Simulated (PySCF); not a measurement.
Input file:

```
{"job": {"kind": "nmr", "xc": "PBE0", "basis": "pcSseg-1"}, "charge": 0, "multiplicity": 1}
Si     0.512284    -0.007160     0.358187
Cl     0.570168     0.009362     2.429403
Cl     2.467730    -0.016287    -0.328751
C     -0.300779     1.556736    -0.226606
H     -1.346334     1.601292     0.115172
H     -0.286538     1.605514    -1.326377
H      0.232330     2.434038     0.168342
C     -0.311308    -1.574165    -0.202641
H     -0.359703    -1.607197    -1.302061
H     -1.334411    -1.637679     0.198715
H      0.254611    -2.449953     0.147516
```

Launched as:

```sh
OMP_NUM_THREADS=1 python probes_run.py task.json out
```

Geometry: PBE0-D3(BJ)/def2-SVP.

These are results of PBE0/pcSseg-1, SCF density, gas phase, non-relativistic in PySCF 2.14.0, not measurements.

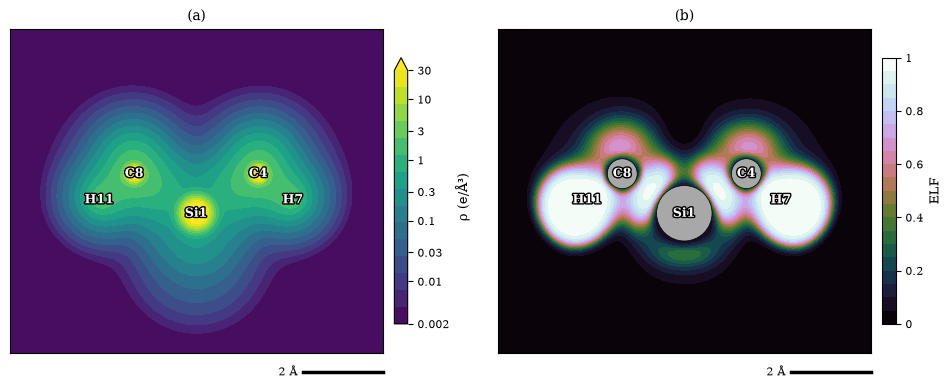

C2H6Cl2Si (SMILES C[Si](C)(Cl)Cl). (a) total electron density; (b) ELF on the plane of atoms Si1, C4 and H7. Grey discs cover the atomic cores in the ELF map.

Question: Read the bonding off the picture.

Answer:
- Atoms in the plane: Si, C and H.
- C–Si (1.86 Å): ρ is about 1 e/Å³ halfway; the ELF peaks at about 0.95 between the atoms: localised, covalent bonding.
- C–H (1.10 Å): ρ is about 1.9 e/Å³ halfway; the ELF climbs to about 1 towards the hydrogen, as it does in any bond to H (a covalent bond by its length).
